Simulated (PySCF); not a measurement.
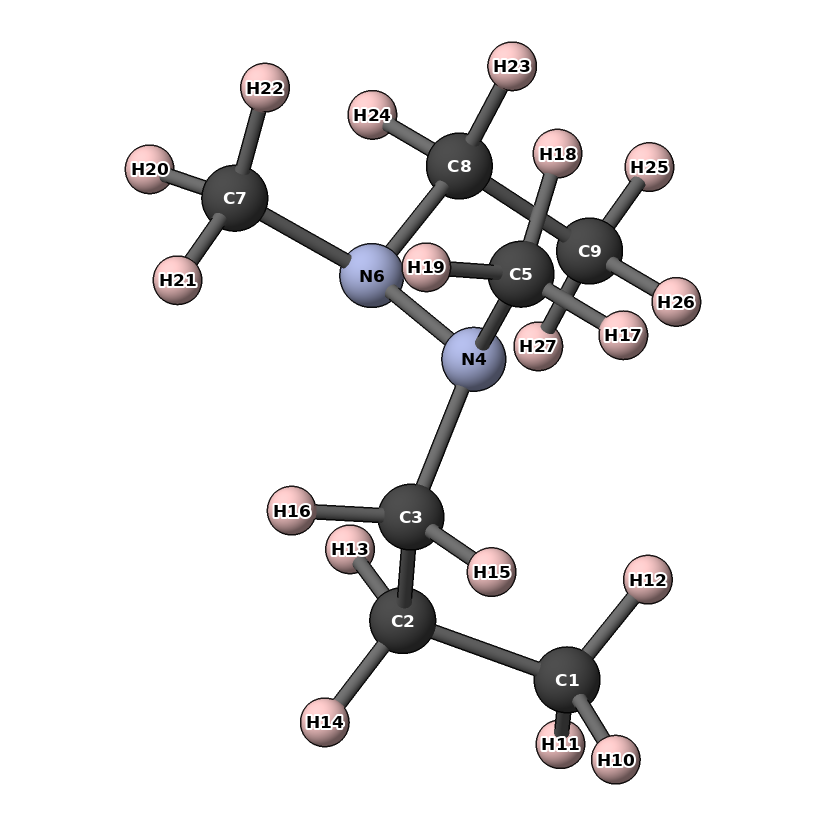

The questions are on isotropic NMR shieldings of the C atoms. The computed structure is the end point of a GFN2-xTB optimisation. No frequency run is at hand to confirm it as a minimum. Method: GIAO PBE0/pcSseg-1 NMR shielding, non-relativistic, gas phase (PySCF 2.14.0).

List the isotropic NMR shieldings of the C atoms.

| atom | σ (ppm) |
| --- | --- |
| C1 | 171.5 |
| C2 | 164.2 |
| C3 | 128.5 |
| C5 | 153.3 |
| C7 | 153.9 |
| C8 | 135.3 |
| C9 | 171.1 |
